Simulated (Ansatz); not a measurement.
**AlHBrF3: molecular dynamics (part 3 of 3)**

AlHBrF3; RKS B3LYP/def2-SVP (Ansatz 0.2.0). It belongs to a series of runs on one base structure; here: dynamics from the highest image of the converged band.

Geometry of the input (Å):
```
Al 0.0130  -0.2391  0.0228
F  0.0166  0.0502  1.7713
F  1.4382  0.1657  -0.7078
F  -1.4428  0.0830  -0.6884
Br 0.0859  -2.5667  0.9193
H  0.0549  -1.2505  1.8716
```

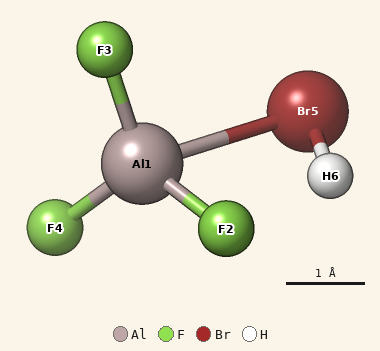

*The geometry at step 101 of the log (ball-and-stick view, seen at a tilt; atoms are numbered from 1 in the order of the input).*

**Trajectory as extended XYZ, continued**
```
6
Properties=species:S:1:pos:R:3:forces:R:3 step=41 time_fs=20.5 energy=-84800.49397 temperature=224.2
Al   -0.0352   -0.2359    0.0464    0.5486   0.3528   0.2864
F     0.0185    0.0789    1.8161   -0.1324  -0.2992  -0.8088
F     1.4101    0.0879   -0.7048   -0.1735  -0.0106   0.1381
F    -1.4317    0.1416   -0.7453   -0.1740  -0.0570   0.1236
Br    0.1055   -2.5696    0.9138   -0.1101   0.0042   0.0141
H     0.0764   -1.2854    1.8461    0.0415   0.0099   0.2467
6
Properties=species:S:1:pos:R:3:forces:R:3 step=46 time_fs=23.0 energy=-84800.47530 temperature=188.2
Al   -0.0455   -0.2327    0.0399    1.1665   0.2217   1.0672
F     0.0170    0.0800    1.8205   -0.1301  -0.3427  -1.0351
F     1.4042    0.0785   -0.7020   -0.0915   0.0015   0.0713
F    -1.4194    0.1454   -0.7434   -0.8511   0.1080  -0.2640
Br    0.1075   -2.5692    0.9136   -0.0983  -0.0569   0.0359
H     0.1016   -1.3196    1.8672    0.0046   0.0683   0.1247
6
Properties=species:S:1:pos:R:3:forces:R:3 step=51 time_fs=25.5 energy=-84800.44635 temperature=132.3
Al   -0.0532   -0.2290    0.0357    1.6145   0.0696   1.6899
F     0.0151    0.0800    1.8216   -0.1232  -0.3498  -1.1467
F     1.3979    0.0692   -0.6989    0.0350   0.0263  -0.0113
F    -1.4098    0.1495   -0.7424   -1.4064   0.2501  -0.5859
Br    0.1094   -2.5688    0.9134   -0.0839  -0.0612   0.1078
H     0.1271   -1.3501    1.8954   -0.0360   0.0651  -0.0538
6
Properties=species:S:1:pos:R:3:forces:R:3 step=56 time_fs=28.0 energy=-84800.42880 temperature=98.4
Al   -0.0573   -0.2252    0.0353    1.7197  -0.0237   2.0324
F     0.0128    0.0789    1.8191   -0.1125  -0.3074  -1.1572
F     1.3918    0.0599   -0.6958    0.2021   0.0588  -0.1063
F    -1.4045    0.1544   -0.7431   -1.6691   0.3163  -0.7433
Br    0.1113   -2.5684    0.9132   -0.0666  -0.0616   0.1875
H     0.1505   -1.3769    1.9206   -0.0736   0.0177  -0.2130
6
Properties=species:S:1:pos:R:3:forces:R:3 step=61 time_fs=30.5 energy=-84800.44052 temperature=121.1
Al   -0.0577   -0.2214    0.0394    1.4103  -0.0008   2.0262
F     0.0101    0.0769    1.8130   -0.1018  -0.2073  -1.0828
F     1.3864    0.0508   -0.6931    0.3897   0.0905  -0.2049
F    -1.4044    0.1602   -0.7461   -1.5513   0.2756  -0.6831
Br    0.1131   -2.5681    0.9132   -0.0510  -0.1282   0.2104
H     0.1695   -1.4026    1.9334   -0.0959  -0.0299  -0.2658
6
Properties=species:S:1:pos:R:3:forces:R:3 step=66 time_fs=33.0 energy=-84800.47698 temperature=191.5
Al   -0.0549   -0.2175    0.0479    0.7800   0.1380   1.6749
F     0.0071    0.0742    1.8034   -0.0944  -0.0528  -0.9187
F     1.3821    0.0420   -0.6910    0.5594   0.1127  -0.2907
F    -1.4092    0.1669   -0.7513   -1.1077   0.1409  -0.4315
Br    0.1148   -2.5680    0.9134   -0.0442  -0.3092   0.1265
H     0.1829   -1.4299    1.9312   -0.0930  -0.0297  -0.1605
6
Properties=species:S:1:pos:R:3:forces:R:3 step=71 time_fs=35.5 energy=-84800.51172 temperature=258.5
Al   -0.0505   -0.2134    0.0601    0.0417   0.3335   1.0302
F     0.0038    0.0714    1.7910   -0.0898   0.1394  -0.6302
F     1.3796    0.0335   -0.6898    0.6621   0.1197  -0.3407
F    -1.4175    0.1741   -0.7578   -0.4976  -0.0406  -0.0745
Br    0.1166   -2.5680    0.9136   -0.0496  -0.5936  -0.0602
H     0.1908   -1.4586    1.9200   -0.0668   0.0416   0.0753
6
Properties=species:S:1:pos:R:3:forces:R:3 step=76 time_fs=38.0 energy=-84800.52264 temperature=279.7
Al   -0.0459   -0.2085    0.0746   -0.5898   0.4991   0.1590
F     0.0003    0.0690    1.7766   -0.0842   0.3457  -0.1741
F     1.3792    0.0254   -0.6897    0.6594   0.1118  -0.3337
F    -1.4273    0.1811   -0.7646    0.1104  -0.2157   0.2931
Br    0.1183   -2.5685    0.9138   -0.0593  -0.8551  -0.2396
H     0.1948   -1.4848    1.9133   -0.0364   0.1143   0.2952
6
Properties=species:S:1:pos:R:3:forces:R:3 step=81 time_fs=40.5 energy=-84800.51098 temperature=257.1
Al   -0.0426   -0.2025    0.0894   -0.9859   0.5721  -0.8446
F    -0.0036    0.0677    1.7617   -0.0764   0.5460   0.4442
F     1.3809    0.0177   -0.6906    0.5434   0.0944  -0.2635
F    -1.4369    0.1875   -0.7704    0.6026  -0.3491   0.6021
Br    0.1199   -2.5696    0.9139   -0.0587  -0.9088  -0.2419
H     0.1965   -1.5048    1.9232   -0.0250   0.0455   0.3038
6
Properties=species:S:1:pos:R:3:forces:R:3 step=86 time_fs=43.0 energy=-84800.48539 temperature=207.7
Al   -0.0415   -0.1953    0.1023   -1.1189   0.5555  -1.8129
F    -0.0077    0.0681    1.7482   -0.0699   0.7200   1.1115
F     1.3843    0.0103   -0.6924    0.3420   0.0724  -0.1471
F    -1.4445    0.1927   -0.7744    0.9268  -0.4288   0.8120
Br    0.1215   -2.5714    0.9137   -0.0472  -0.7561  -0.0570
H     0.1967   -1.5229    1.9501   -0.0328  -0.1630   0.0936
6
Properties=species:S:1:pos:R:3:forces:R:3 step=91 time_fs=45.5 energy=-84800.46200 temperature=162.7
Al   -0.0428   -0.1868    0.1112   -1.0248   0.5054  -2.5072
F    -0.0120    0.0708    1.7382   -0.0701   0.8384   1.6187
F     1.3887    0.0031   -0.6946    0.1049   0.0484  -0.0172
F    -1.4493    0.1966   -0.7757    1.0684  -0.4575   0.9013
Br    0.1231   -2.5738    0.9135   -0.0406  -0.6068   0.1202
H     0.1948   -1.5505    1.9827   -0.0379  -0.3280  -0.1158
6
Properties=species:S:1:pos:R:3:forces:R:3 step=96 time_fs=48.0 energy=-84800.46897 temperature=176.1
Al   -0.0464   -0.1772    0.1146   -0.7543   0.4682  -2.7105
F    -0.0165    0.0761    1.7333   -0.0781   0.8704   1.7721
F     1.3935   -0.0040   -0.6969   -0.1188   0.0259   0.0933
F    -1.4507    0.1991   -0.7743    1.0274  -0.4401   0.8611
Br    0.1246   -2.5767    0.9134   -0.0505  -0.6283   0.0972
H     0.1908   -1.5967    2.0093   -0.0256  -0.2960  -0.1131
6
Properties=species:S:1:pos:R:3:forces:R:3 step=101 time_fs=50.5 energy=-84800.50831 temperature=252.1
Al   -0.0517   -0.1665    0.1121   -0.3460   0.4359  -2.3463
F    -0.0213    0.0842    1.7339   -0.0904   0.8065   1.5214
F     1.3979   -0.0109   -0.6989   -0.2946   0.0113   0.1638
F    -1.4489    0.2002   -0.7702    0.8068  -0.3774   0.6928
Br    0.1261   -2.5800    0.9134   -0.0737  -0.8089  -0.1585
H     0.1853   -1.6596    2.0305   -0.0021  -0.0674   0.1267
6
Properties=species:S:1:pos:R:3:forces:R:3 step=106 time_fs=53.0 energy=-84800.55542 temperature=343.1
Al   -0.0577   -0.1549    0.1044    0.1700   0.3674  -1.5142
F    -0.0263    0.0948    1.7392   -0.1021   0.6736   0.9786
F     1.4014   -0.0179   -0.7004   -0.4044   0.0111   0.1880
F    -1.4445    0.2001   -0.7639    0.4180  -0.2702   0.4102
Br    0.1276   -2.5839    0.9132   -0.0915  -0.9118  -0.3844
H     0.1797   -1.7267    2.0590    0.0100   0.1299   0.3219
6
Properties=species:S:1:pos:R:3:forces:R:3 step=111 time_fs=55.5 energy=-84800.59062 temperature=411.0
Al   -0.0633   -0.1424    0.0933    0.7425   0.2480  -0.4205
F    -0.0317    0.1075    1.7476   -0.1102   0.5174   0.3169
F     1.4036   -0.0248   -0.7013   -0.4404   0.0252   0.1674
F    -1.4389    0.1991   -0.7563   -0.1003  -0.1305   0.0467
Br    0.1290   -2.5885    0.9128   -0.0898  -0.7250  -0.2331
H     0.1745   -1.7875    2.1047   -0.0019   0.0650   0.1226
6
Properties=species:S:1:pos:R:3:forces:R:3 step=116 time_fs=58.0 energy=-84800.59058 temperature=411.0
Al   -0.0672   -0.1294    0.0814    1.2707   0.1114   0.7075
F    -0.0375    0.1219    1.7570   -0.1116   0.3695  -0.3244
F     1.4045   -0.0316   -0.7017   -0.4006   0.0472   0.1079
F    -1.4336    0.1977   -0.7486   -0.6575   0.0131  -0.3341
Br    0.1303   -2.5937    0.9122   -0.0812  -0.4388   0.1261
H     0.1692   -1.8448    2.1567   -0.0198  -0.1024  -0.2829
6
Properties=species:S:1:pos:R:3:forces:R:3 step=122 time_fs=61.0 energy=-84800.56295 temperature=357.8
Al   -0.0682   -0.1135    0.0692    1.6330  -0.0059   1.8181
F    -0.0448    0.1407    1.7668   -0.0990   0.2217  -0.9450
F     1.4038   -0.0395   -0.7018   -0.2570   0.0739  -0.0026
F    -1.4301    0.1962   -0.7408   -1.1705   0.1358  -0.6842
Br    0.1318   -2.6003    0.9116   -0.0819  -0.3396   0.2115
H     0.1612   -1.9208    2.1975   -0.0245  -0.0859  -0.3977
6
Properties=species:S:1:pos:R:3:forces:R:3 step=127 time_fs=63.5 energy=-84800.54978 temperature=332.3
Al   -0.0651   -0.1003    0.0634    1.5471  -0.0355   2.3640
F    -0.0513    0.1572    1.7719   -0.0731   0.1317  -1.2733
F     1.4024   -0.0459   -0.7018   -0.0733   0.0927  -0.1133
F    -1.4312    0.1953   -0.7366   -1.2941   0.1617  -0.7862
Br    0.1329   -2.6061    0.9112   -0.0875  -0.4725  -0.1469
H     0.1531   -1.9892    2.2074   -0.0191   0.1219  -0.0444
6
Properties=species:S:1:pos:R:3:forces:R:3 step=132 time_fs=66.0 energy=-84800.55303 temperature=338.7
Al   -0.0586   -0.0871    0.0628    1.0824  -0.0167   2.4943
F    -0.0580    0.1741    1.7729   -0.0350   0.0819  -1.3954
F     1.4008   -0.0520   -0.7022    0.1351   0.1083  -0.2228
F    -1.4362    0.1949   -0.7348   -1.0782   0.1168  -0.6847
Br    0.1340   -2.6123    0.9108   -0.0851  -0.5728  -0.4912
H     0.1437   -2.0505    2.2146   -0.0192   0.2825   0.2999
6
Properties=species:S:1:pos:R:3:forces:R:3 step=137 time_fs=68.5 energy=-84800.58092 temperature=392.5
Al   -0.0498   -0.0739    0.0676    0.3718   0.0151   2.2258
F    -0.0648    0.1912    1.7696    0.0089   0.0784  -1.3012
F     1.3996   -0.0577   -0.7033    0.3165   0.1209  -0.3069
F    -1.4446    0.1949   -0.7351   -0.5967   0.0279  -0.4260
Br    0.1351   -2.6188    0.9100   -0.0762  -0.4508  -0.3200
H     0.1332   -2.0962    2.2371   -0.0243   0.2085   0.1283
6
Properties=species:S:1:pos:R:3:forces:R:3 step=142 time_fs=71.0 energy=-84800.60934 temperature=447.4
Al   -0.0401   -0.0607    0.0774   -0.3652   0.0259   1.6140
F    -0.0716    0.2087    1.7622    0.0497   0.1166  -0.9945
F     1.3993   -0.0631   -0.7053    0.4116   0.1301  -0.3369
F    -1.4548    0.1950   -0.7368   -0.0007  -0.0696  -0.0952
Br    0.1361   -2.6258    0.9090   -0.0730  -0.2445   0.1159
H     0.1213   -2.1298    2.2660   -0.0224   0.0415  -0.3034
6
Properties=species:S:1:pos:R:3:forces:R:3 step=147 time_fs=73.5 energy=-84800.62360 temperature=475.0
Al   -0.0312   -0.0475    0.0907   -0.9335  -0.0081   0.7256
F    -0.0782    0.2265    1.7517    0.0790   0.1884  -0.4890
F     1.4004   -0.0680   -0.7084    0.3801   0.1372  -0.2909
F    -1.4651    0.1948   -0.7388    0.5641  -0.1497   0.2278
Br    0.1370   -2.6329    0.9080   -0.0725  -0.1608   0.2397
H     0.1081   -2.1603    2.2783   -0.0172  -0.0071  -0.4132
6
Properties=species:S:1:pos:R:3:forces:R:3 step=152 time_fs=76.0 energy=-84800.62072 temperature=469.3
Al   -0.0243   -0.0342    0.1057   -1.2349  -0.0994  -0.3434
F    -0.0846    0.2449    1.7397    0.0913   0.2863   0.1744
F     1.4026   -0.0726   -0.7124    0.2240   0.1463  -0.1686
F    -1.4736    0.1942   -0.7401    1.0041  -0.2002   0.4895
Br    0.1379   -2.6401    0.9072   -0.0612  -0.2256  -0.0935
H     0.0937   -2.1905    2.2684   -0.0232   0.0925  -0.0585
6
Properties=species:S:1:pos:R:3:forces:R:3 step=157 time_fs=78.5 energy=-84800.59238 temperature=414.7
Al   -0.0201   -0.0213    0.1198   -1.2729  -0.2440  -1.4271
F    -0.0907    0.2642    1.7283    0.0879   0.3977   0.8925
F     1.4055   -0.0766   -0.7170   -0.0114   0.1611   0.0036
F    -1.4790    0.1930   -0.7399    1.2770  -0.2190   0.6607
Br    0.1387   -2.6475    0.9063   -0.0411  -0.2958  -0.4777
H     0.0779   -2.2151    2.2552   -0.0394   0.2000   0.3479
```

**Results in brief**

| quantity | value |
| --- | --- |
| outcome | finished |
| mean temperature over the second half | 340 K |
| trajectory | 157 steps, 78.5 fs |
| ensemble | nve |
| temperature in the input | 300.0 K |
| time step | 0.5 fs |
| potential energy (last step) | −84800.5926 eV |
| mean-field energy (last step) | −84800.5926 eV |
| largest force (length of the vector) (last step) | 1.928 eV/Å |
| wall time | 11 min (CPU time 20 min) |
| peak memory | 0.23 GiB |

**Remarks**

So short a trajectory is not equilibrated.
